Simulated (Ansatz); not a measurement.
## Energy and gradient calculation, with input and output: C$_{3}$H$_{3}$F$_{3}$

- system: C$_{3}$H$_{3}$F$_{3}$
- method: BCCD(T)/SBKJC-VDZ, RHF, core potentials SBKJC-VDZ (Ansatz 0.2.0)

The atoms were displaced at random from an optimised geometry. Figures and captions count atoms from 1; the log counts them from 0 in places.

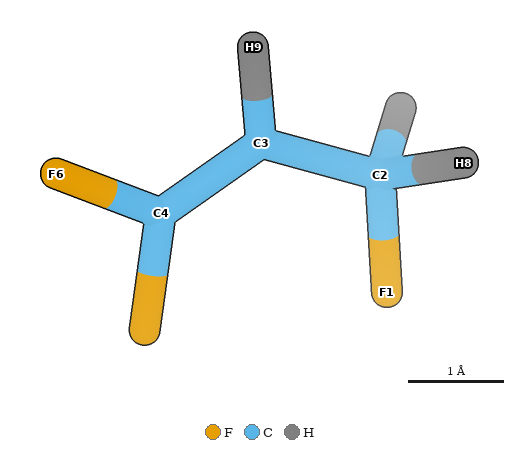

Fig. 1: The structure (stick view, seen at a tilt; atoms are numbered from 1 in the order of the input). Bond lengths as drawn: C–C 1.29 to 1.46 Å, C–F 1.29 to 1.36 Å and C–H 1.08 to 1.13 Å.

## Key numbers

```tsv
quantity	value
outcome	converged
total energy	−90.148956 hartree
SCF energy	−89.600140 hartree
MP2 energy	−90.103242 hartree
correlation energy	−0.548816 hartree
(T) correction	−0.016467 hartree
basis functions	54
largest force	5.807 eV/Å
T1 diagnostic	0.011
SCF solution under orbital rotations	stable
hardware	1 thread of Arm Neoverse V1, 24 GiB of memory available, shared host
wall time	15 s
peak memory	0.26 GiB
```

Settings chosen away from the usual ones: partner set to rattled (from base). The input asks for low accuracy.

## The input
```yaml
crystal:
  periodic: [false, false, false]
  atoms:
    - symbol: F
      position_ang: [-1.060892, -1.225572, -0.959159]
    - symbol: C
      position_ang: [-0.826152, -0.751019, 0.288796]
    - symbol: C
      position_ang: [0.171159, 0.313596, 0.412833]
    - symbol: C
      position_ang: [0.870646, 0.829484, -0.546813]
    - symbol: F
      position_ang: [0.780332, 0.642964, -1.817153]
    - symbol: F
      position_ang: [1.773108, 1.785312, -0.321066]
    - symbol: H
      position_ang: [-0.531580, -1.653152, 0.880030]
    - symbol: H
      position_ang: [-1.802302, -0.429868, 0.750065]
    - symbol: H
      position_ang: [0.415332, 0.636242, 1.411591]
basis:
  gaussian: {orbitals: SBKJC-VDZ.json}
magnetization: {spin_polarized: false, initial_magnetization: 0}
correlation: {method: bccd_t, frozen_orbitals: {C: 0, F: 0, H: 0}, diis_vectors: 1}
accuracy: low
scf: {lower_state_search: off}
output: {forces: true}
```

Command:
```bash
ansatz run run.yaml --threads 1 --pin off --max-ram 2610MiB --events-out events.jsonl --progress --plain --runs-dir runs
```

## The program's output
```
Functional definition: HF
  name "HF"
  exchange = exact_x
  correlation = 0
these checks for a lower state are left out or cut short: starts, cluster_reference, orbital_swaps, neighbouring_geometries, increment
646 factors; integrals over basis functions are off by at most 5.2e-4 eV
mean field evaluation 1: about -2434.3275 eV, gradient 3.3e1 eV
mean field evaluation 2: about -2434.9982 eV, gradient 3.3e1 eV
mean field evaluation 4: about -2438.0944 eV, gradient 2.7e0 eV
mean field evaluation 8: about -2438.1435 eV, gradient 3.5e-1 eV
mean field -2438.14401075 eV, -89.6001397618 hartree, gradient 3.6e-6 eV, S^2 0.000000; 0 other end points of the search recorded, 0 dependent functions left out
reference -2438.14401075 eV, -89.6001397618 hartree; 18, 18 occupied and 36, 36 virtual orbitals, 646 factors
second order -13.69011173 eV of doubles, -0.00000000 eV of singles
cycle   1  -13.89375075 eV  change   -2.0e-1 eV  update   1.1e-1
cycle   2  -14.33756142 eV  change   -4.4e-1 eV  update   3.9e-2
cycle   3  -14.39787322 eV  change   -6.0e-2 eV  update   1.8e-2
cycle   4  -14.46730457 eV  change   -6.9e-2 eV  update   8.1e-3
cycle   5  -14.47398403 eV  change   -6.7e-3 eV  update   3.9e-3
cycle   6  -14.48240763 eV  change   -8.4e-3 eV  update   1.8e-3
cycle   7  -14.48297701 eV  change   -5.7e-4 eV  update   9.0e-4
cycle   8  -14.48526549 eV  change   -2.3e-3 eV  update   4.7e-4
cycle   9  -14.48537985 eV  change   -1.1e-4 eV  update   2.2e-4
cycle  10  -14.48581738 eV  change   -4.4e-4 eV  update   1.1e-4
cycle  11  -14.48580984 eV  change    7.5e-6 eV  update   5.2e-5
cycle  12  -14.48592044 eV  change   -1.1e-4 eV  update   2.9e-5
cycle  13  -14.48592352 eV  change   -3.1e-6 eV  update   1.4e-5
cycle  14  -14.48595330 eV  change   -3.0e-5 eV  update   7.3e-6
perturbative correction -0.44809226 eV, -0.0164670868 hartree
the calculation of the forces begins
mean field evaluation 16: about -2437.3290 eV, gradient 1.9e0 eV
Total energy: -2453.07805631 eV, -90.1489558135 hartree
Atom 0 at    -1.060892    -1.225572    -0.959159 Å, force    -0.696284    -1.019446    -4.216198 eV/Å
Atom 1 at    -0.826152    -0.751019     0.288796 Å, force    -1.763677    -1.199688     4.488815 eV/Å
Atom 2 at     0.171159     0.313596     0.412833 Å, force    -1.450916    -1.230403     3.605849 eV/Å
Atom 3 at     0.870646     0.829484    -0.546813 Å, force     1.276759     1.413619     0.155226 eV/Å
Atom 4 at     0.780332     0.642964    -1.817153 Å, force    -0.554668    -1.202591    -5.653667 eV/Å
Atom 5 at     1.773108     1.785312    -0.321066 Å, force     2.731189     2.726232     0.855867 eV/Å
Atom 6 at    -0.531580    -1.653152     0.880030 Å, force     0.261824     0.146991     0.228231 eV/Å
Atom 7 at    -1.802302    -0.429868     0.750065 Å, force     0.144483     0.100486    -0.306507 eV/Å
Atom 8 at     0.415332     0.636242     1.411591 Å, force     0.051291     0.264799     0.842385 eV/Å
Dipole moment:    -0.163501    -0.084350     0.666093 e Å
Checks for a lower state left out: starts, cluster_reference, orbital_swaps, neighbouring_geometries, increment
```
